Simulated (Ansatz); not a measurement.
# NbSi2N4 monolayer in a perpendicular field, part 3 of 3

Aim: how the NbSi2N4 monolayer screens a field along its normal, and what the field does to its bands. A positive field points along +c.

Ansatz 0.2.0; plane-wave DFT, PBE-D3(BJ), Ansatz PAW.

So far. Step 6 (Single point, field 0.1 V/Å): The dipole is 0.0332 e·Å. Step 7 (Atoms held, field 0.2 V/Å): The dipole is 0.0663 e·Å.

### Step 8. Single point, field 0.3 V/Å

input.yaml

```yaml
crystal:
  lattice:
    - [2.9502392516, 0.0, 0.0]
    - [-1.4751196258, 2.5549821391, 0.0]
    - [0.0, 0.0, 25.0156492995]
  atoms:
    - { symbol: "N", position: [0.0, 0.0, 0.3597747911], spin: 0.01 }
    - { symbol: Si, position: [0.3333333333, 0.6666666667, 0.3799187149] }
    - { symbol: "N", position: [0.3333333333, 0.6666666667, 0.4497628575], spin: 0.01 }
    - { symbol: Nb, position: [0.0, 0.0, 0.5], spin: 0.35 }
    - { symbol: "N", position: [0.3333333333, 0.6666666667, 0.5502371425], spin: 0.01 }
    - { symbol: Si, position: [0.3333333333, 0.6666666667, 0.6200812851] }
    - { symbol: "N", position: [0.0, 0.0, 0.6402252089], spin: 0.01 }
magnetization:
  spin_polarized: true
kpoints:
  mp_grid: { grid: [18, 18, 1] }
  band_path:
    path: [[0, 0, 0], [0.5, 0, 0], [0.33333333, 0.33333333, 0], [0, 0, 0]]
    npoints: 16
hamiltonian:
  xc: pbe
  dispersion: d3bj
scf:
  occupations: { method: fermi_dirac, width: 0.05 }
  convergence: { dr2_threshold: 1.0e-10 }
efield:
  axis: 3
  dipole_correction: true
  ramp_position: 0.97
  ramp_width: 0.06
  amplitude: 0.3
output:
  dos: { projected: true, e_range: [-6, 5] }
  bader: true
  write_potential: true
  write_density: true
  volumetric_format: npy
  elf: true
```

Run with:

```console
$ ansatz run input.yaml --threads 4 --pin off --max-ram 6144MiB --backend cpu --events-out ev --progress --plain --runs-dir out
```

Numbers of over 12 decimals in the logs are rounded to 6 here.

Output:

```text
[...]
Crystal: 7 atoms, lattice volume = 188.563 Å³
Basis set: ecut = 420 eV, 3611 PW (Γ)
Bands: 28, of which v1, the nominal top of the filled ones, is band 21 counted from 1 (20 counted from 0)
Symmetry: 6 space group operations
k-points: 37 of 324 (time reversal used)
[...]
Starting moments: Σ|m| = 0.39 μB on 5 of 7 sites
[...]
--- Bader charges: 7 sites ---
  site symbol  charge [e]  shift [e]    m [muB]
     0      N     -2.2937     0.0095     0.0132
     1     Si      3.0707     0.0125     0.0047
     2      N     -1.7808     0.0029     0.0722
     3     Nb      1.9861     0.0004     0.6719
     4      N     -1.7735     0.0028     0.0739
     5     Si      3.0720     0.0125     0.0047
     6      N     -2.2809     0.0095     0.0151
  estimated error of the sums over rays = 7.9e-4 e
[key lines of the parts left out:]
SCF converged after 17 iterations
Magnetization: 0.8557 μB (20.9278 up, 20.0722 down)
Free energy (F): -7368.268914 eV
Fermi energy:    1.248651 eV
Dipole field:    D = 0.095505 V/Å  (p = 0.099522 e·Å, saw-weighted, corrected)
```

Elapsed: 26 s, on 4 threads of Intel Xeon 6975P-C (Granite Rapids), shared host; peak memory 0.9 GiB.

The dipole is 0.0995 e·Å.

### Step 9. Response, atoms held

This step: plane-wave DFT, PBE-D3(BJ), Ansatz PAW; response to a field along the normal, atoms held (Ansatz 0.2.0).

The dipoles give the slope, and the difference of two potentials shows where the field is screened.

This step gave:

```
equivalent conductor thickness p/(ε₀AE) : 7.962 Å
distance between the outer atoms        : 7.016 Å
```

Table of dipole of the cell by applied field:

```csv
applied field (V/Å),dipole of the cell (e·Å)
-0.050,-0.0166
0.000,-2.0e-7
0.050,0.0166
0.100,0.0332
0.200,0.0663
0.300,0.0995
```

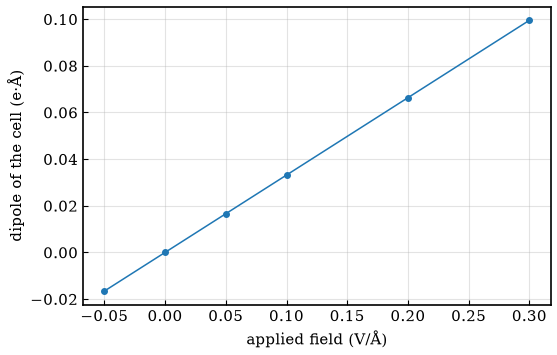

Dipole of the cell against applied field.

The total moment stays at 0.856 μB for applied field from -0.05 to 0.3 V/Å.

Local field over the applied field, running mean. From the potentials at -0.05 and 0.05 V/Å; running mean over 2.5 Å. Table of local field over applied field by z:

```csv
z (Å),local field over applied field
6,0.982
8,0.555
10,0.166
12,0.0674
14,0.126
16,0.274
18,0.859
20,0.998
```

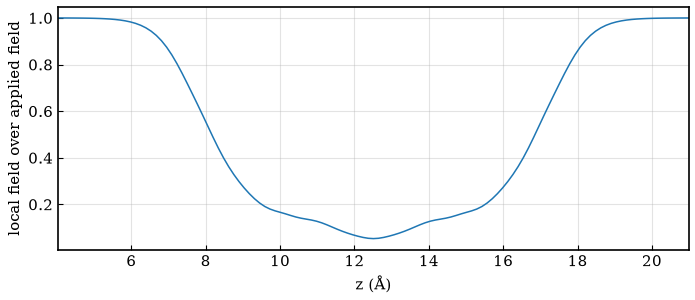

Local field over applied field, plotted against z.

The induced electron density oscillates, so the rows of the table below give means over windows of 1 Å about each position, cut where the curve ends. Its maxima inside the range that stand out by 2 % of the span (Å: e/Å³ per V/Å): 8.2: 0.00385, 9.2: 0.00120, 10.6: 0.00143, 11.4: 0.00112, 13.1: 7.7e-4, 14.0: -3.7e-4, 15.3: 0.00193, 16.1: -4.0e-4. Its minima: 8.9: 4.0e-4, 9.7: -0.00193, 11.0: 3.7e-4, 12.0: -7.7e-4, 13.6: -0.00112, 14.5: -0.00143, 15.8: -0.0012, 16.8: -0.00385.

Electrons, planar mean, per unit field. The induced electron density by z; means over each step:

```csv
z (Å),induced electron density (e/Å³ per V/Å)
5,8.1e-6
6,9.6e-5
7,8.3e-4
8,0.00313
9,8.0e-4
10,-4.2e-4
11,9.0e-4
12,-3.1e-4
13,3.2e-4
14,-8.9e-4
15,3.8e-4
16,-7.5e-4
17,-0.00313
18,-8.6e-4
19,-1.0e-4
20,-8.5e-6
```

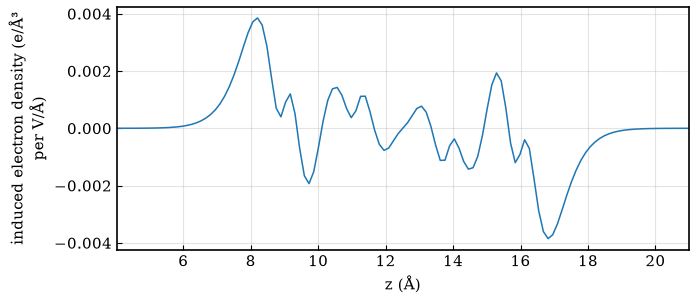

Induced electron density against z.

By hand: between -0.05 and 0.05 V/Å the dipole changes by 0.03317 e·Å, a slope of 0.3317 e·Å²/V. A perfect conductor of thickness t has p = ε₀AEt, so t = 180.95 × 0.3317 / 7.538 = 7.96 Å (e/ε₀ = 180.95 V·Å, A in Å²).

The induced dipole is that of a conductor 7.96 Å thick.

### Step 10. The same run with other settings

This step: plane-wave DFT, PBE-D3(BJ), Ansatz PAW (Ansatz 0.2.0).

An input spoilt on purpose, to show how the run answers: it repeats the earlier run at 0.05 V/Å with scf.n_extra_bands to 0 and scf.occupations from method: fermi_dirac, width: 0.05 to method: fermi_dirac, width: 0.3, and scf.max_iter set to 75.

Edit input.yaml of step 8 so:

```diff
@@ -24,4 +24,6 @@
 scf:
-  occupations: { method: fermi_dirac, width: 0.05 }
+  occupations: { method: fermi_dirac, width: 0.3 }
   convergence: { dr2_threshold: 1.0e-10 }
+  n_extra_bands: 0
+  max_iter: 75
 efield:
@@ -31,6 +33,4 @@
   ramp_width: 0.06
-  amplitude: 0.3
+  amplitude: 0.05
 output:
-  dos: { projected: true, e_range: [-6, 5] }
-  bader: true
   write_potential: true
@@ -38,2 +38 @@
   volumetric_format: npy
-  elf: true
```

Output:

```text
Error: inconsistent input (scf.n_extra_bands, scf.occupations.method): n_bands = 21 leaves no empty band above the 21 bands per channel that the deck's 41 electrons occupy, and the occupations search for the Fermi level (a smearing at a finite width, or tetrahedra): a level found among occupied bands alone can fill a metal as an insulator; raise scf.n_extra_bands until at least 22 bands are solved (omitted, it auto-derives to 31) (see scf.n_extra_bands in the input reference)
```

Wall time 0.04 s (4 threads); peak memory 0.14 GiB.

The input was rejected at the start.

The program's message: “Error: inconsistent input (scf.n_extra_bands, scf.occupations.method): n_bands = 21 leaves no empty band above the 21 bands per channel that the deck's 41 electrons occupy, and the occupations search …”

The fault put into the input: too few bands.

### Step 11. The same run with other settings

Another changed input: it repeats the earlier run at 0.05 V/Å with efield.dipole_correction from true to false.

Edit input.yaml of step 10 so:

```diff
@@ -24,9 +24,7 @@
 scf:
-  occupations: { method: fermi_dirac, width: 0.3 }
+  occupations: { method: fermi_dirac, width: 0.05 }
   convergence: { dr2_threshold: 1.0e-10 }
-  n_extra_bands: 0
-  max_iter: 75
 efield:
   axis: 3
-  dipole_correction: true
+  dipole_correction: false
   ramp_position: 0.97
```

Output:

```text
[...]
Crystal: 7 atoms, lattice volume = 188.563 Å³
Basis set: ecut = 420 eV, 3611 PW (Γ)
Bands: 28, of which v1, the nominal top of the filled ones, is band 21 counted from 1 (20 counted from 0)
Symmetry: 6 space group operations
k-points: 37 of 324 (time reversal used)
[...]
Starting moments: Σ|m| = 0.39 μB on 5 of 7 sites
[...]
SCF iter   1: F=—  HF=-7341.997496 eV  |F-HF|=—  |Δ(HF+E_count)|=         —  Δρ=3.90e-2 (↑3.90e-2 ↓3.87e-2)  dr2=1.51e1  dr2_m=1.31e-2  M=0.094 μB ∫|m|=0.119 μB  β_m=0.30  ethr=3.10e-3  p=0.000 e·Å  V_vac-E_F(+/−)=7.02/5.90 eV  ⟨swp⟩=9.6  Hψ=13782  notcnv=0
[...]
SCF iter  16: F=-7368.254595 eV  HF=-7368.254595 eV  |F-HF|=6.28e-11  |Δ(HF+E_count)|=  8.99e-10  Δρ=7.80e-8 (↑5.25e-8 ↓7.80e-8)  dr2=1.08e-11  dr2_m=5.05e-12  M=0.856 μB ∫|m|=0.872 μB  ethr=1.00e-12  p=0.024 e·Å  V_vac-E_F(+/−)=5.97/4.92 eV  ⟨swp⟩=12.7  Hψ=10419  notcnv=0
SCF 1 converged in 16 iterations: F = -7368.254595 eV  dr2 = 1.08e-11
[...]
SCF converged after 16 iterations
Magnetization: 0.8558 μB (20.9279 up, 20.0721 down)
Absolute magnetization: 0.8724 μB (∫|ρ↑−ρ↓|, with the PAW one-centre terms)
[...]
Per-site moments (μB) at R_I (Å): [(0.00767375, 0.732723), (0.00358075, 0.720719), (0.00656479, 0.720719), (0.348714, 0.873160), (0.00700333, 0.720719), (0.00358399, 0.720719), (0.00804449, 0.732723)]
Free energy (F): -7368.254595 eV
[...]
Internal energy: -7368.242640 eV  (E = F + TS)
E sigma→0 (E₀):  -7368.248618 eV
Entropy (-TS):   -0.011956 eV (-1.708 meV/atom)
Fermi energy:    1.250249 eV
Dipole field:    D = 0.023343 V/Å  (p = 0.024325 e·Å, saw-weighted)
Work function:   not extracted (applied field tilts the vacuum); planar V_es + V_field profile in the machine report
[...]
--- Band table (eV; the first three rows and the last of 74) ---
  k-point 0 ↑: bands = [... 17 lower, -0.8980, -0.8980, -0.8733, 1.5436, 4.5607, 4.5607, 4.9856, 5.0716, ... 3 higher]
  k-point 1 ↑: bands = [... 17 lower, -1.0568, -0.9584, -0.7199, 1.5229, 4.3720, 4.5596, 4.8976, 5.2480, ... 3 higher]
  k-point 2 ↑: bands = [... 17 lower, -1.2078, -1.1241, -0.6522, 1.3867, 4.2311, 4.5603, 4.8197, 5.4946, ... 3 higher]
  k-point 36 ↓: bands = [... 17 lower, -2.4057, -0.5658, 0.1611, 1.9614, 4.5172, 5.2118, 6.5196, 6.8140, ... 3 higher]
```

Wall time 15 s (4 threads); peak memory 0.9 GiB.

```csv
quantity,this run,earlier run,difference
dipole along the normal (e·Å),0.02432,0.01658,0.0077
total moment (μB),0.8558,0.8558,-4.1e-6
```

With the dipole correction off, the periodic images add a field of their own to the typed one.

What moves beyond 0.01 in its unit (for the dipole 0.5 % and 5e-5 e·Å): dipole along the normal (+0.00774 e·Å).

These numbers are not those of the isolated slab.

### Step 12. Outcome

```yaml
gap_without_field: none
work_function_upper_face: 5.45 eV
equivalent_conductor_thickness_atoms_held: 7.96 Å
```

What this shows: The induced dipole equals that of a perfect conductor 7.96 Å thick, while the outer atoms lie 7.02 Å apart. There is no gap over 0.03 eV, with or without the field. For an open d or f shell that can be the fault of a semilocal functional without a Hubbard term. The magnetic order is the one reached from the typed start; other orders were not compared. Spin-orbit coupling is left out. The outer anions sit over the metal atoms, one of several polytypes of such layers and not the lowest for every compound.

[Logs are printed without paths, hosts, clocks, repeated set-up lines and the standing remarks that a program may print on its own settings, such as how far it seeks lower states.]

[Hosts, paths, dates, database ids (printed as entryN), source tags and the programs' standing remarks are cut or masked in the printed files.]

[Maps of the electrostatic potential energy from Ansatz leave out the sawtooth potential of an applied field or a dipole correction, so their vacuum need not be flat; planar profiles and work functions include it.]
